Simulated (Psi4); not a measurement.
# CH5B (BH2Me) at ACPF/aug-cc-pVDZ (density fitting)

What is the energy difference between two shapes of CH5B (BH2Me) at ACPF/aug-cc-pVDZ (density fitting)? 

Program for the calculation: Psi4 1.11.

1 further run of the same task is left out (set aside as unsound or not needed).

### 1 The system as given

CH5B: 7 atoms, total charge 0, spin state singlet. As SMILES, `[H]B([H])C`. Geometry: relaxed at GFN2-xTB.

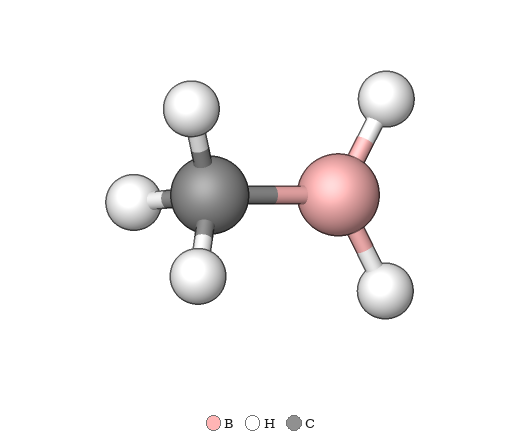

Viewed from a chosen angle; boron pink, hydrogen white, carbon grey.

### 2 A single-point energy at ACPF/aug-cc-pVDZ (density fitting)

Input file ch5b.in:

```
memory 1600 MB

molecule {
  0 1
  B
  H 1 R2
  H 1 R3 2 A3
  C 1 R4 3 A4 2 D4
  H 4 R5 1 A5 3 D5
  H 4 R6 5 A6 1 D6
  H 4 R7 6 A7 5 D7

  R2 = 1.170104
  R3 = 1.170017
  A3 = 119.35786
  R4 = 1.564883
  A4 = 120.56625
  D4 = -177.75211
  R5 = 1.092553
  A5 = 107.02663
  D5 = 93.3798
  R6 = 1.087447
  A6 = 106.36746
  D6 = 122.80718
  R7 = 1.088161
  A7 = 108.63147
  D7 = -113.50737
}


energy('acpf/aug-cc-pVDZ')
```

Started as:

```sh
$ psi4 ch5b.in ch5b.out -n 1
```

ch5b.out, shortened:

```text
[...]
  Running in c1 symmetry.
[...]
  Nuclear repulsion =   31.931008171510548
[...]
  Multiplicity = 1
[...]
  Nalpha       = 8
  Nbeta        = 8
[...]
    Number of basis functions: 91
[...]
   @RHF iter   1:   -65.35305286918697   -7.44281e-01   4.25049e-03 ADIIS/DIIS
[...]
   @RHF iter  10:   -65.44693290530300   -1.62146e-11   9.29716e-09 DIIS
[...]
    Orbital Energies [Eh]
    ---------------------
    Doubly Occupied:
       1A    -11.201562     2A     -7.599758     3A     -0.951854
       4A     -0.672386     5A     -0.570388     6A     -0.546421
       7A     -0.473638     8A     -0.465102
[...]
  @RHF Final Energy:   -65.44693290530300
   => Energetics <=
    Nuclear Repulsion Energy =             31.9310081715105483
    One-Electron Energy =                -149.7936640419786158
    Two-Electron Energy =                  52.4157229651650738
    Total Energy =                        -65.4469329053030009
[...]
 Multipole Moments:
 ------------------------------------------------------------------------------------
     Multipole            Electronic (a.u.)      Nuclear  (a.u.)        Total (a.u.)
 ------------------------------------------------------------------------------------
 L = 1.  Multiply by 2.5417464519 to convert [e a0] to [Debye]
 Dipole X            :         -0.1644907            0.1878689            0.0233781
 Dipole Y            :          0.9780073           -1.1286695           -0.1506623
 Dipole Z            :          0.5436741           -0.6255227           -0.0818486
 Magnitude           :                                                    0.1730458
[...]
      * SCS-MP2 total energy:                  -65.704111773610
[...]
      * MP2 total energy:                      -65.695328910906
[...]
```

Run time: 23 s. Hardware: 1 thread of Intel Xeon Platinum 8259CL at 2.50GHz (Skylake/Cascade Lake), shared host; peak memory 0.7 GiB.

### 3 The distorted shape, same level

Input file ch5b.py:

```python
import psi4

psi4.set_memory(1600000000)
psi4.set_num_threads(1)
psi4.set_output_file('psi4.out', False)

geom = psi4.geometry("""
B      0.320117     0.758679     0.028569
H      1.723018     0.987251     0.109348
H     -0.167581     1.822718    -0.117507
C     -0.430939    -0.499735    -0.074822
H     -0.543468    -0.876782    -0.886827
H     -1.342242    -0.429790     0.347281
H      0.101874    -1.165900     0.488512
""")

psi4.set_options({
    'reference': 'rhf',
})

E, wfn = psi4.energy('acpf/aug-cc-pVDZ', molecule=geom, return_wfn=True)
print('E =', round(E, 9))
for k, v in sorted(psi4.core.scalar_variables().items()):
    print(f'{k:45s} {v:18.10f}')
```

Started as:

```sh
$ python ch5b.py
```

psi4.out, shortened:

```text
[...]
  Running in c1 symmetry.
[...]
  Nuclear repulsion =   33.497156468787161
[...]
  Multiplicity = 1
[...]
  Nalpha       = 8
  Nbeta        = 8
[...]
    Number of basis functions: 91
[...]
   @RHF iter   1:   -65.26433321753785   -5.13235e-01   4.89949e-03 DIIS/ADIIS
[...]
   @RHF iter  10:   -65.37410925778134   -1.87157e-11   9.27931e-09 DIIS
[...]
    Orbital Energies [Eh]
    ---------------------
    Doubly Occupied:
       1A    -11.168266     2A     -7.618754     3A     -1.015652
       4A     -0.670068     5A     -0.605387     6A     -0.595097
       7A     -0.497254     8A     -0.417887
[...]
  @RHF Final Energy:   -65.37410925778134
   => Energetics <=
    Nuclear Repulsion Energy =             33.4971564687871606
    One-Electron Energy =                -152.5657981863643329
    Two-Electron Energy =                  53.6945324597958376
    Total Energy =                        -65.3741092577813419
[...]
 Multipole Moments:
 ------------------------------------------------------------------------------------
     Multipole            Electronic (a.u.)      Nuclear  (a.u.)        Total (a.u.)
 ------------------------------------------------------------------------------------
 L = 1.  Multiply by 2.5417464519 to convert [e a0] to [Debye]
 Dipole X            :         -0.0845667           -0.2695148           -0.3540815
 Dipole Y            :          0.4214226           -0.7659852           -0.3445626
 Dipole Z            :          0.0184872            0.0028563            0.0213435
 Magnitude           :                                                    0.4945226
[...]
      * SCS-MP2 total energy:                  -65.628362559465
[...]
      * MP2 total energy:                      -65.620372605709
[...]
```

The script printed:

```text
E = -65.659678086
ACPF CORRELATION ENERGY                            -0.2855688284
ACPF DOUBLES ENERGY                                -0.2855688276
ACPF OPPOSITE-SPIN CORRELATION ENERGY              -0.2376913584
ACPF SAME-SPIN CORRELATION ENERGY                  -0.0478774693
ACPF SINGLES ENERGY                                 0.0000000000
ACPF TOTAL ENERGY                                 -65.6596780862
CURRENT CORRELATION ENERGY                         -0.2855688284
CURRENT ENERGY                                    -65.6596780862
CURRENT REFERENCE ENERGY                          -65.3741092578
DD SOLVATION ENERGY                                 0.0000000000
HF KINETIC ENERGY                                  65.9973836272
HF POTENTIAL ENERGY                              -131.3714928850
HF TOTAL ENERGY                                   -65.3741092578
HF VIRIAL RATIO                                     1.9905560746
MP2 CORRELATION ENERGY                             -0.2462633479
MP2 DOUBLES ENERGY                                 -0.2462633479
MP2 OPPOSITE-SPIN CORRELATION ENERGY               -0.1986525220
MP2 SAME-SPIN CORRELATION ENERGY                   -0.0476108260
MP2 SINGLES ENERGY                                  0.0000000000
MP2 TOTAL ENERGY                                  -65.6203726057
NUCLEAR REPULSION ENERGY                           33.4971564688
ONE-ELECTRON ENERGY                              -152.5657981864
PCM POLARIZATION ENERGY                             0.0000000000
PE ENERGY                                           0.0000000000
SCF ITERATION ENERGY                              -65.3741092578
SCF ITERATIONS                                     10.0000000000
SCF TOTAL ENERGY                                  -65.3741092578
TWO-ELECTRON ENERGY                                53.6945324598
```

It took 24 s on 1 thread of Intel Xeon Platinum 8259CL at 2.50GHz (Skylake/Cascade Lake), shared host; peak memory 0.71 GiB.

### 4 What came out

At ACPF/aug-cc-pVDZ (density fitting):

```
                                              quantity         value
                             first shape: total energy  -65.73517 Eh
      first shape: HOMO energy (Hartree–Fock orbitals)     -12.66 eV
      first shape: LUMO energy (Hartree–Fock orbitals)       1.01 eV
    first shape: HOMO–LUMO gap (Hartree–Fock orbitals)      13.66 eV
                       first shape: correlation energy    -288.2 mEh
                         distorted shape: total energy  -65.65968 Eh
  distorted shape: HOMO energy (Hartree–Fock orbitals)     -11.37 eV
  distorted shape: LUMO energy (Hartree–Fock orbitals)       0.98 eV
distorted shape: HOMO–LUMO gap (Hartree–Fock orbitals)      12.35 eV
                   distorted shape: correlation energy    -285.6 mEh
                energy change with the atoms displaced      2.054 eV
```

In words: With the atoms displaced the energy rises by 2.05 eV (47 kcal/mol). The first shape isn't relaxed at this level, so the change isn't measured from a minimum.
